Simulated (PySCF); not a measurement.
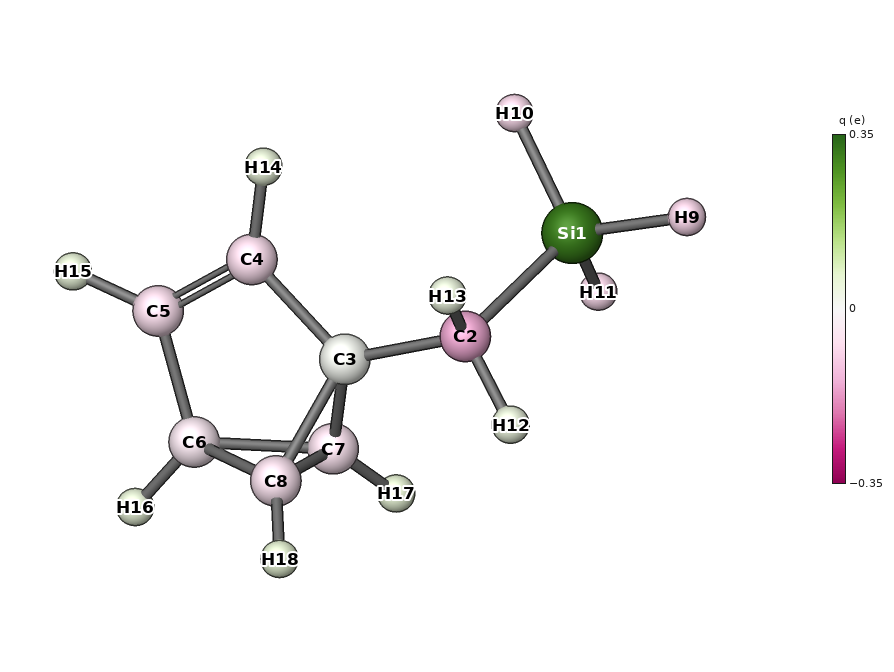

Atoms are coloured by their Hirshfeld charges. The computed structure is the end point of a GFN2-xTB optimisation. No frequency run is at hand to confirm it as a minimum. Properties computed with PBE0/pcSseg-1, gas phase (PySCF 2.14.0).

List the Hirshfeld charges.

```json
{"atom": "Si1", "value (e)": "0.31"}
{"atom": "C2", "value (e)": "−0.16"}
{"atom": "C3", "value (e)": "0.01"}
{"atom": "C4", "value (e)": "−0.07"}
{"atom": "C5", "value (e)": "−0.07"}
{"atom": "C6", "value (e)": "−0.04"}
{"atom": "C7", "value (e)": "−0.06"}
{"atom": "C8", "value (e)": "−0.06"}
{"atom": "H9", "value (e)": "−0.08"}
{"atom": "H10", "value (e)": "−0.08"}
{"atom": "H11", "value (e)": "−0.08"}
{"atom": "H12", "value (e)": "0.04"}
{"atom": "H13", "value (e)": "0.04"}
{"atom": "H14", "value (e)": "0.05"}
{"atom": "H15", "value (e)": "0.05"}
{"atom": "H16", "value (e)": "0.05"}
{"atom": "H17", "value (e)": "0.06"}
{"atom": "H18", "value (e)": "0.06"}
```

The geometry is semi-empirical. Around Si such bond lengths and angles can be off by a tenth of an ångström or more and by several degrees, and values that hang on the shape move with them.
